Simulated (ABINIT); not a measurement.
# Li3Ta (Fm-3m): zone-centre phonons

Which modes does Li3Ta (Fm-3m) have at the zone centre?

Program: ABINIT 10.8.3. Level of theory: DFT PBE, scalar-relativistic, plane waves, PseudoDojo norm-conserving pseudopotentials. Results are calculated unless marked as measured.

The structure was built from a prototype and need not be the compound's stable phase.

**1. Set-up**

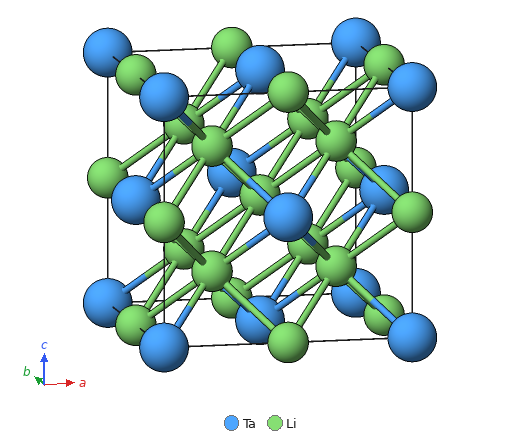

The starting structure, seen slightly off an axis (tantalum blue, lithium green). This picture shows the conventional cell, with its axes. Some periodic images of atoms are drawn too.

**2. A first look**

A first run with smearing and empty bands tells whether the crystal has a gap, which decides between fixed occupations and smearing later on.

The input, probe.abi:

```
# ground state
tolvrs 1.0d-08
prtden 1
prtwf 1

# basis, mesh and filling
ecut 33.0
ngkpt 6 6 6
nshiftk 1
shiftk 0.0 0.0 0.0
istwfk *1
occopt 7
tsmear 0.005
nband 18
nstep 100
diemac 9.0
prtebands 0
prtgsr 0
useylm 1

# cell and atoms
acell 9.053627384 9.053627384 9.053627384
rprim 
    -0.7071067812 0.0 0.7071067812
    0.0 0.7071067812 0.7071067812
    -0.7071067812 0.7071067812 0.0
ntypat 2
znucl 73 3
natom 4
typat 1 2 2 2
xred 
    0.0 0.0 0.0
    0.5 0.5 0.5
    0.75 0.75 0.75
    0.25 0.25 0.25
pp_dirpath "./pseudo"
pseudos "Ta.upf, Li.upf"
```

On the command line:

```bash
$ OMP_NUM_THREADS=1 mpirun -n 4 abinit probe.abi > probe.log
```

Numbers of over 12 decimals in the logs are rounded to 6 here.

probe.abo, the main output file:

```text
[banners, grids, parts of the stress and lines that vanish by symmetry left out]
- input  file    -> probe.abi
- output file    -> probe.abo
- root for input  files -> probei
[...]
Symmetries : space group Fm -3 m (#225); Bravais cF (face-center cubic)
[...]
mpw =        4800          nfft =      110592          nkpt =          16
[...]
== DATASET  1 ==================================================================
[...]
cutoff_energies: {ecut:  33.0, pawecutdg:  -1.0, }
[...]
ETOT  1  -86.465008226616    -8.647E+01 8.003E-02 5.979E+02
 ETOT  2  -86.371866537292     9.314E-02 1.303E-02 1.438E+03
 ETOT  3  -86.582444797988    -2.106E-01 5.338E-03 6.149E+00
 ETOT  4  -86.582973904540    -5.291E-04 1.056E-03 2.060E+00
 ETOT  5  -86.583199322670    -2.254E-04 3.921E-04 1.012E-01
[...]
ETOT  9  -86.583213823293    -6.300E-10 1.750E-05 5.962E-08
 ETOT 10  -86.583213823306    -1.225E-11 2.160E-05 5.956E-10
 At SCF step   10       vres2   =  5.96E-10 < tolvrs=  1.00E-08 =>converged.
[...]
sigma(1 1)=  1.99392251E-04  sigma(3 2)=  0.00000000E+00
  sigma(2 2)=  1.99392251E-04  sigma(3 1)=  0.00000000E+00
  sigma(3 3)=  1.99392251E-04  sigma(2 1)=  0.00000000E+00
[...]
convergence: {deltae: -1.225E-11, res2:  5.956E-10, residm:  2.160E-05, diffor: null, }
etotal    :  -8.65832138E+01
[...]
sigma(1 1)=  1.99392251E-04  sigma(3 2)=  0.00000000E+00
  sigma(2 2)=  1.99392251E-04  sigma(3 1)=  0.00000000E+00
  sigma(3 3)=  1.99392251E-04  sigma(2 1)=  0.00000000E+00
[...]
- sigma(1 1)=  5.86632255E+00  sigma(3 2)=  0.00000000E+00
- sigma(2 2)=  5.86632255E+00  sigma(3 1)=  0.00000000E+00
- sigma(3 3)=  5.86632255E+00  sigma(2 1)=  0.00000000E+00
[...]
fcart      2.6287636102E-30 -7.8862908306E-30  2.6287636102E-30
           strten      1.9939225073E-04  1.9939225073E-04  1.9939225073E-04
================================================================================

[key lines of the parts left out:]
pressure_GPa:  -5.8663E+00
```

Wall time 21 s (4 MPI ranks of Arm Neoverse N1, shared host).

This step gave:

| Item | Value |
| --- | --- |
| volume per atom | 19.44 Å³ |
| pressure | -5.866 GPa |
| gap on the k-mesh | 0 eV |

No gap opens on this mesh, so smearing is kept; the printed pressure holds the stress of the finite basis too.

**3. Rough relaxation**

The typed start is rough, so a first relaxation with smearing and loose thresholds takes it towards rest cheaply.

The input, prerelax.abi:

```
# relaxation
ionmov 2
optcell 2
dilatmx 1.15
chkdilatmx 0
ntime 40
tolmxf 3.0d-04
tolvrs 1.0d-10
prtwf 0
prtden 0
chksymtnons 0

# basis, mesh and filling
ecut 33.0
ecutsm 3.0
ngkpt 4 4 4
nshiftk 1
shiftk 0.0 0.0 0.0
istwfk *1
occopt 7
tsmear 0.005
nband 18
nstep 100
diemac 1000000.0
prtebands 0
prtgsr 0
useylm 1

# cell and atoms
acell 9.053627384 9.053627384 9.053627384
rprim 
    -0.7071067812 0.0 0.7071067812
    0.0 0.7071067812 0.7071067812
    -0.7071067812 0.7071067812 0.0
ntypat 2
znucl 73 3
natom 4
typat 1 2 2 2
xred 
    0.0 0.0 0.0
    0.5 0.5 0.5
    0.75 0.75 0.75
    0.25 0.25 0.25
pp_dirpath "./pseudo"
pseudos "Ta.upf, Li.upf"
```

On the command line:

```bash
$ OMP_NUM_THREADS=1 mpirun -n 4 abinit prerelax.abi > prerelax.log
```

prerelax.abo, the main output file:

```text
[banners, grids, parts of the stress and lines that vanish by symmetry left out]
- input  file    -> prerelax.abi
- output file    -> prerelax.abo
- root for input  files -> prerelaxi
[...]
Symmetries : space group Fm -3 m (#225); Bravais cF (face-center cubic)
[...]
mpw =        7283          nfft =      157464          nkpt =           8
[...]
== DATASET  1 ==================================================================
[...]
cutoff_energies: {ecut:  33.0, pawecutdg:  -1.0, }
[...]
ETOT  1  -86.461797255358    -8.646E+01 5.359E-02 8.483E+02
 ETOT  2  -86.431518052970     3.028E-02 4.526E-03 1.452E+03
 ETOT  3  -86.582296756223    -1.508E-01 1.012E-03 4.865E+00
 ETOT  4  -86.582501662489    -2.049E-04 3.123E-04 1.689E+00
 ETOT  5  -86.582623709414    -1.220E-04 2.107E-04 1.076E-01
[...]
At SCF step   11       vres2   =  1.31E-11 < tolvrs=  1.00E-10 =>converged.
[...]
ETOT  9  -86.595530441396     7.248E-13 1.281E-07 2.628E-11
 At SCF step    9       vres2   =  2.63E-11 < tolvrs=  1.00E-10 =>converged.
[...]
sigma(1 1)=  2.11939969E-06  sigma(3 2)=  0.00000000E+00
  sigma(2 2)=  2.11939969E-06  sigma(3 1)=  0.00000000E+00
  sigma(3 3)=  2.11939969E-06  sigma(2 1)=  0.00000000E+00
[...]
convergence: {deltae:  7.248E-13, res2:  2.628E-11, residm:  1.281E-07, diffor: null, }
etotal    :  -8.65955304E+01
[...]
At Broyd/MD step   5, gradients are converged :
[...]
sigma(1 1)=  2.11939969E-06  sigma(3 2)=  0.00000000E+00
  sigma(2 2)=  2.11939969E-06  sigma(3 1)=  0.00000000E+00
  sigma(3 3)=  2.11939969E-06  sigma(2 1)=  0.00000000E+00
[...]
- sigma(1 1)=  6.23548916E-02  sigma(3 2)=  0.00000000E+00
- sigma(2 2)=  6.23548916E-02  sigma(3 1)=  0.00000000E+00
- sigma(3 3)=  6.23548916E-02  sigma(2 1)=  0.00000000E+00
[...]
fcart      9.9409782225E-32  1.1045531358E-32  9.9409782225E-32
           strten      2.1193996864E-06  2.1193996864E-06  2.1193996864E-06
================================================================================

[key lines of the parts left out:]
pressure_GPa:  -6.2355E-02
Total energy (etotal) [Ha]= -8.65955304413956E+01
```

Wall time 86 s (4 MPI ranks).

Step by step:

| step | energy less that of the first step (eV) | largest force (eV/Å) | volume (Å³) |
| --- | --- | --- | --- |
| 1 | 0.0000 | 0.0000 | 77.76 |
| 2 | -0.0534 | 0.0000 | 76.32 |
| 3 | -0.3036 | 0.0000 | 57.96 |
| 4 | -0.3483 | 0.0000 | 63.52 |
| 5 | -0.3509 | 0.0000 | 62.48 |

| conventional cell, symmetrised | before | after | change |
| --- | --- | --- | --- |
| a (Å) | 6.775 | 6.299 | -7.0 % |
| b (Å) | 6.775 | 6.299 | -7.0 % |
| c (Å) | 6.775 | 6.299 | -7.0 % |
| volume (Å³/atom) | 19.44 | 15.62 | -19.7 % |

The relaxed structure:

```cif
data_structure
_symmetry_space_group_name_H-M 'P 1'
_symmetry_Int_Tables_number 1
_cell_length_a 4.4540
_cell_length_b 4.4540
_cell_length_c 4.4540
_cell_angle_alpha 60.000
_cell_angle_beta 60.000
_cell_angle_gamma 60.000
_cell_volume 62.48
loop_
_atom_site_label
_atom_site_type_symbol
_atom_site_fract_x
_atom_site_fract_y
_atom_site_fract_z
_atom_site_occupancy
Ta1 Ta 0.00000 0.00000 0.00000 1
Li2 Li 0.50000 0.50000 0.50000 1
Li3 Li 0.75000 0.75000 0.75000 1
Li4 Li 0.25000 0.25000 0.25000 1
```

Numbers from this step:

| Quantity | Value |
| --- | --- |
| volume per atom | 15.62 Å³ |
| pressure | -0.06235 GPa |

The volume changes by -19.7 % in this run and stands -19.7 % from the first cell.

**4. Rough relaxation**

The cell changed much, so the rough relaxation is repeated on a basis made for the new cell.

Changes to prerelax.abi since step 3:

```diff
@@ -29,3 +29,3 @@
 # cell and atoms
-acell 9.053627384 9.053627384 9.053627384
+acell 8.416810947 8.416810947 8.416810947
 rprim
```

prerelax.abo, the main output file:

```text
[banners, grids, parts of the stress and lines that vanish by symmetry left out]
- input  file    -> prerelax.abi
- output file    -> prerelax.abo
- root for input  files -> prerelaxi
[...]
Symmetries : space group Fm -3 m (#225); Bravais cF (face-center cubic)
[...]
mpw =        5836          nfft =      157464          nkpt =           8
[...]
== DATASET  1 ==================================================================
[...]
cutoff_energies: {ecut:  33.0, pawecutdg:  -1.0, }
[...]
ETOT  1  -86.511523735588    -8.651E+01 6.800E-02 7.126E+02
 ETOT  2  -86.531725822970    -2.020E-02 8.682E-03 7.147E+02
 ETOT  3  -86.595263711442    -6.354E-02 1.045E-03 3.486E+00
 ETOT  4  -86.595513608568    -2.499E-04 5.949E-04 2.143E-01
 ETOT  5  -86.595530016149    -1.641E-05 2.833E-04 5.474E-03
[...]
ETOT  9  -86.595530441395    -8.185E-12 1.389E-04 5.109E-10
 ETOT 10  -86.595530441399    -4.476E-12 7.346E-05 5.754E-12
 At SCF step   10       vres2   =  5.75E-12 < tolvrs=  1.00E-10 =>converged.
[...]
sigma(1 1)=  2.11926167E-06  sigma(3 2)=  0.00000000E+00
  sigma(2 2)=  2.11926167E-06  sigma(3 1)=  0.00000000E+00
  sigma(3 3)=  2.11926167E-06  sigma(2 1)=  0.00000000E+00
[...]
convergence: {deltae: -4.476E-12, res2:  5.754E-12, residm:  7.346E-05, diffor: null, }
etotal    :  -8.65955304E+01
[...]
At Broyd/MD step   1, gradients are converged :
[...]
sigma(1 1)=  2.11926167E-06  sigma(3 2)=  0.00000000E+00
  sigma(2 2)=  2.11926167E-06  sigma(3 1)=  0.00000000E+00
  sigma(3 3)=  2.11926167E-06  sigma(2 1)=  0.00000000E+00
[...]
- sigma(1 1)=  6.23508310E-02  sigma(3 2)=  0.00000000E+00
- sigma(2 2)=  6.23508310E-02  sigma(3 1)=  0.00000000E+00
- sigma(3 3)=  6.23508310E-02  sigma(2 1)=  0.00000000E+00
[...]
fcart     -2.2091062716E-32 -4.4182125431E-32 -0.0000000000E+00
           strten      2.1192616690E-06  2.1192616690E-06  2.1192616690E-06
================================================================================

[key lines of the parts left out:]
pressure_GPa:  -6.2351E-02
Total energy (etotal) [Ha]= -8.65955304413991E+01
```

Elapsed: 18 s, on 4 MPI ranks; 73 s of CPU time.

Little changed from the start: no atom moved by 0.005 Å and no cell edge by 0.1 %.

The volume changes by +0.0 % in this run and stands -19.7 % from the first cell.

**5. Relaxation**

The harmonic expansion needs vanishing forces, and a free crystal bears no stress, so cell and atoms are brought to rest. Stress is more sensitive to the basis than forces are: the last 3 Ha under the cutoff are smoothed with ecutsm, and the cutoff is raised above that of the later runs.

relax.abi, as its differences from prerelax.abi of step 4:

```diff
@@ -3,7 +3,6 @@
 optcell 2
-dilatmx 1.15
-chkdilatmx 0
+dilatmx 1.08
 ntime 40
-tolmxf 3.0d-04
-tolvrs 1.0d-10
+tolmxf 1.0d-05
+tolvrs 1.0d-14
 prtwf 0
@@ -13,5 +12,5 @@
 # basis, mesh and filling
-ecut 33.0
+ecut 41.0
 ecutsm 3.0
-ngkpt 4 4 4
+ngkpt 8 8 8
 nshiftk 1
@@ -19,4 +18,4 @@
 istwfk *1
-occopt 7
-tsmear 0.005
+occopt 6
+tsmear 0.01
 nband 18
```

On the command line:

```bash
$ OMP_NUM_THREADS=1 mpirun -n 4 abinit relax.abi > relax.log
```

relax.abo, the main output file:

```text
[banners, grids, parts of the stress and lines that vanish by symmetry left out]
- input  file    -> relax.abi
- output file    -> relax.abo
- root for input  files -> relaxi
[...]
Symmetries : space group Fm -3 m (#225); Bravais cF (face-center cubic)
[...]
mpw =        6710          nfft =      157464          nkpt =          29
[...]
== DATASET  1 ==================================================================
[...]
cutoff_energies: {ecut:  41.0, pawecutdg:  -1.0, }
[...]
ETOT  1  -86.496400149408    -8.650E+01 7.788E-02 7.631E+02
 ETOT  2  -86.527872736848    -3.147E-02 2.329E-02 7.629E+02
 ETOT  3  -86.595062973483    -6.719E-02 3.631E-03 2.414E+00
 ETOT  4  -86.595243061426    -1.801E-04 3.302E-03 1.661E-01
 ETOT  5  -86.595255051450    -1.199E-05 8.498E-04 4.666E-03
[...]
At SCF step   12       vres2   =  2.09E-16 < tolvrs=  1.00E-14 =>converged.
[...]
sigma(1 1)= -9.26066392E-06  sigma(3 2)=  0.00000000E+00
  sigma(2 2)= -9.26066392E-06  sigma(3 1)=  0.00000000E+00
  sigma(3 3)= -9.26066392E-06  sigma(2 1)=  0.00000000E+00
[...]
convergence: {deltae: -2.657E-12, res2:  2.094E-16, residm:  7.989E-05, diffor: null, }
etotal    :  -8.65952554E+01
[...]
ETOT  1  -86.595226047081    -8.660E+01 7.035E-05 3.610E-01
[...]
At SCF step   10       vres2   =  1.42E-16 < tolvrs=  1.00E-14 =>converged.
[...]
sigma(1 1)= -8.04568279E-06  sigma(3 2)=  0.00000000E+00
  sigma(2 2)= -8.04568279E-06  sigma(3 1)=  0.00000000E+00
  sigma(3 3)= -8.04568279E-06  sigma(2 1)=  0.00000000E+00
[...]
convergence: {deltae:  1.435E-12, res2:  1.420E-16, residm:  1.538E-05, diffor: null, }
etotal    :  -8.65952584E+01
[...]
ETOT  1  -86.593834668984    -8.659E+01 4.283E-05 1.598E+01
[...]
ETOT  9  -86.595267911188     3.979E-12 8.162E-07 1.235E-12
 ETOT 10  -86.595267911190    -2.743E-12 6.994E-06 8.037E-15
 At SCF step   10       vres2   =  8.04E-15 < tolvrs=  1.00E-14 =>converged.
[...]
sigma(1 1)= -5.88852372E-08  sigma(3 2)=  0.00000000E+00
  sigma(2 2)= -5.88852372E-08  sigma(3 1)=  0.00000000E+00
  sigma(3 3)= -5.88852372E-08  sigma(2 1)=  0.00000000E+00
[...]
convergence: {deltae: -2.743E-12, res2:  8.037E-15, residm:  6.994E-06, diffor: null, }
etotal    :  -8.65952679E+01
[...]
At Broyd/MD step   3, gradients are converged :
[...]
sigma(1 1)= -5.88852372E-08  sigma(3 2)=  0.00000000E+00
  sigma(2 2)= -5.88852372E-08  sigma(3 1)=  0.00000000E+00
  sigma(3 3)= -5.88852372E-08  sigma(2 1)=  0.00000000E+00
[...]
- sigma(1 1)= -1.73246349E-03  sigma(3 2)=  0.00000000E+00
- sigma(2 2)= -1.73246349E-03  sigma(3 1)=  0.00000000E+00
- sigma(3 3)= -1.73246349E-03  sigma(2 1)=  0.00000000E+00
[...]
fcart      2.2044123796E-32  2.2044123796E-32 -2.2044123796E-32
           strten     -5.8885237158E-08 -5.8885237157E-08 -5.8885237158E-08
================================================================================

[key lines of the parts left out:]
pressure_GPa:   1.7325E-03
Total energy (etotal) [Ha]= -8.65952679111903E+01
```

It took 3.1 min on 4 MPI ranks; 12 min of CPU time.

Relaxation path:

| step | energy less that of the first step (eV) | largest force (eV/Å) | volume (Å³) |
| --- | --- | --- | --- |
| 1 | 0.0000 | 0.0000 | 62.48 |
| 2 | -0.0001 | 0.0000 | 62.53 |
| 3 | -0.0003 | 0.0000 | 62.88 |

| conventional cell, symmetrised | before | after | change |
| --- | --- | --- | --- |
| a (Å) | 6.299 | 6.312 | +0.2 % |
| b (Å) | 6.299 | 6.312 | +0.2 % |
| c (Å) | 6.299 | 6.312 | +0.2 % |
| volume (Å³/atom) | 15.62 | 15.72 | +0.6 % |

This step gave:

```
volume per atom : 15.72 Å³
pressure        : 0.001732 GPa
```

The volume changes by +0.6 % in this run and stands -19.1 % from the first cell.

**6. Ground state**

The response is built on these wavefunctions, so the potential is converged far more tightly than an energy would need. Smearing stays on, as the first look found no gap above 0.3 eV.

The input, gs.abi:

```
# ground state
tolvrs 1.0d-16
prtden 1
prtwf 1

# basis, mesh and filling
ecut 33.0
ngkpt 8 8 8
nshiftk 1
shiftk 0.0 0.0 0.0
istwfk *1
occopt 6
tsmear 0.01
nband 18
nstep 100
diemac 1000000.0
prtebands 0
prtgsr 0
useylm 1

# cell and atoms
acell 8.434733003 8.434733003 8.434733003
rprim 
    -0.7071067812 0.0 0.7071067812
    0.0 0.7071067812 0.7071067812
    -0.7071067812 0.7071067812 0.0
ntypat 2
znucl 73 3
natom 4
typat 1 2 2 2
xred 
    0.0 0.0 0.0
    0.5 0.5 0.5
    0.75 0.75 0.75
    0.25 0.25 0.25
pp_dirpath "./pseudo"
pseudos "Ta.upf, Li.upf"
```

On the command line:

```bash
$ OMP_NUM_THREADS=1 mpirun -n 4 abinit gs.abi > gs.log
```

gs.abo, the main output file:

```text
[banners, grids, parts of the stress and lines that vanish by symmetry left out]
- input  file    -> gs.abi
- output file    -> gs.abo
- root for input  files -> gsi
[...]
Symmetries : space group Fm -3 m (#225); Bravais cF (face-center cubic)
[...]
mpw =        3874          nfft =       91125          nkpt =          29
[...]
== DATASET  1 ==================================================================
[...]
cutoff_energies: {ecut:  33.0, pawecutdg:  -1.0, }
[...]
ETOT  1  -86.501825264276    -8.650E+01 7.094E-02 4.412E+02
 ETOT  2  -86.525831896046    -2.401E-02 1.379E-02 4.492E+02
 ETOT  3  -86.594723939893    -6.889E-02 2.352E-03 1.419E+00
 ETOT  4  -86.594903419311    -1.795E-04 6.615E-04 8.435E-02
 ETOT  5  -86.594914189518    -1.077E-05 1.251E-04 2.946E-03
[...]
ETOT 12  -86.594914592460     1.293E-12 2.359E-04 1.769E-16
 ETOT 13  -86.594914592461    -1.265E-12 1.444E-04 1.567E-18
 At SCF step   13       vres2   =  1.57E-18 < tolvrs=  1.00E-16 =>converged.
[...]
sigma(1 1)=  1.08695108E-05  sigma(3 2)=  0.00000000E+00
  sigma(2 2)=  1.08695108E-05  sigma(3 1)=  0.00000000E+00
  sigma(3 3)=  1.08695108E-05  sigma(2 1)=  0.00000000E+00
[...]
convergence: {deltae: -1.265E-12, res2:  1.567E-18, residm:  1.444E-04, diffor: null, }
etotal    :  -8.65949146E+01
[...]
sigma(1 1)=  1.08695108E-05  sigma(3 2)=  0.00000000E+00
  sigma(2 2)=  1.08695108E-05  sigma(3 1)=  0.00000000E+00
  sigma(3 3)=  1.08695108E-05  sigma(2 1)=  0.00000000E+00
[...]
- sigma(1 1)=  3.19792048E-01  sigma(3 2)=  0.00000000E+00
- sigma(2 2)=  3.19792048E-01  sigma(3 1)=  0.00000000E+00
- sigma(3 3)=  3.19792048E-01  sigma(2 1)=  0.00000000E+00
[...]
fcart     -0.0000000000E+00 -0.0000000000E+00 -0.0000000000E+00
           strten      1.0869510786E-05  1.0869510786E-05  1.0869510786E-05
================================================================================

[key lines of the parts left out:]
pressure_GPa:  -3.1979E-01
```

Elapsed: 48 s, on 4 MPI ranks.

Read from the output:

```
pressure : -0.3198 GPa
```

The cell stands at -0.32 GPa: the relaxation ran with a smoothed and higher cutoff, and the difference is a stress of the finite basis.

[end of part 1 of 4]

[Host names and launcher messages were left out of these logs when they were recorded.]

[Logs are printed without paths, hosts, clocks, repeated set-up lines and the standing remarks that a program may print on its own settings, such as how far it seeks lower states.]

[Hosts, paths, dates, database ids (printed as entryN), source tags and the programs' standing remarks are cut or masked in the printed files.]
